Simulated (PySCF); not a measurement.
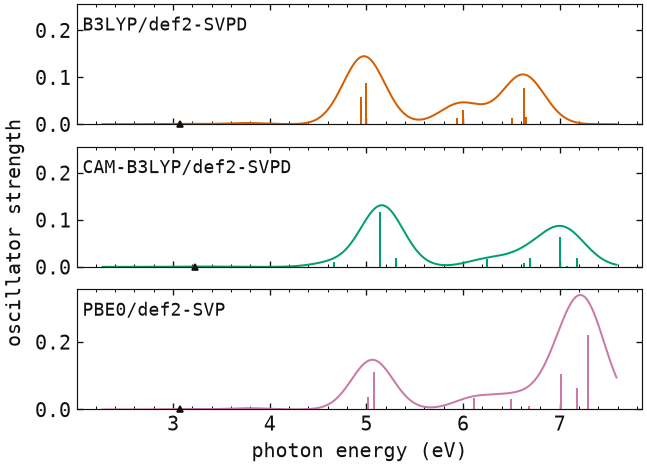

Vertical TDDFT spectra of C₃H₈BNSi, SMILES CC#CB[SiH2]N at one geometry and several levels (PySCF, at a PBE0-D3(BJ)/def2-SVP geometry (no frequency check)); sticks with Gaussians of 1/e half-width 0.30 eV, the triangle marks S1, which has the same leading orbital pair at all these levels. Only the lowest states were computed, so the high end is incomplete.

**Order the levels by their S1 energy.**

From lowest to highest: B3LYP/def2-SVPD 3.07 eV, PBE0/def2-SVP 3.07 eV, CAM-B3LYP/def2-SVPD 3.22 eV; a spread of 0.16 eV.

Caveats, for all or some of the runs: core orbitals are frozen in the response; def2-SVP has no diffuse functions, so states with Rydberg character are missing or too high; one conformer of a flexible molecule; states above the negative HOMO energy depend on the basis.
